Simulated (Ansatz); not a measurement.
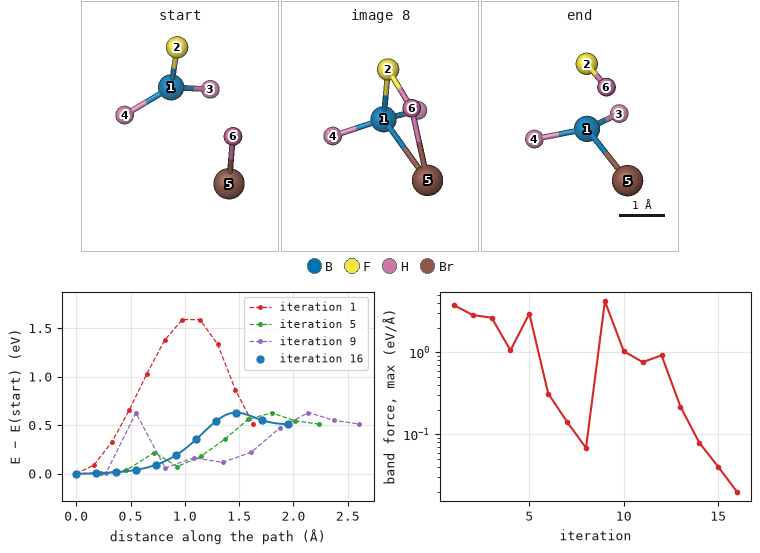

A nudged-elastic-band calculation for BH3BrF, made up of BH2F and HBr. Images are numbered from 0 (start) to 10 (end). The plot follows the band through its iterations. A ball-and-stick model, seen from a free direction.

These are results of RKS PBE-D4/def2-SVP in Ansatz 0.2.0, not measurements. Settings: 9 movable images; climbing image; force threshold 0.03 eV/Å; iteration limit 60; starting path by straight interpolation.

> How did the profile develop, and is the result final?

The run is converged, with reservations. The band converged in 16 iterations. The largest component of the band force went from 3.8 to 0.02 eV/Å. The climbing image converged on the top of the path. Its curvatures weren't checked. The straight starting path can push atoms close together and costs iterations. The first iteration put the highest image at 1.59 eV. The energy climbs by 0.63 eV to image 8 and then falls by 0.12 eV, so the end point sits at +0.51 eV.

Limits of the set-up: the start holds two separate molecules, 2.8 Å apart at their closest, whose relative position is a soft coordinate.

The run took 3.2 min on 1 thread of Arm Neoverse V2 (shared host), peak memory 0.16 GiB.
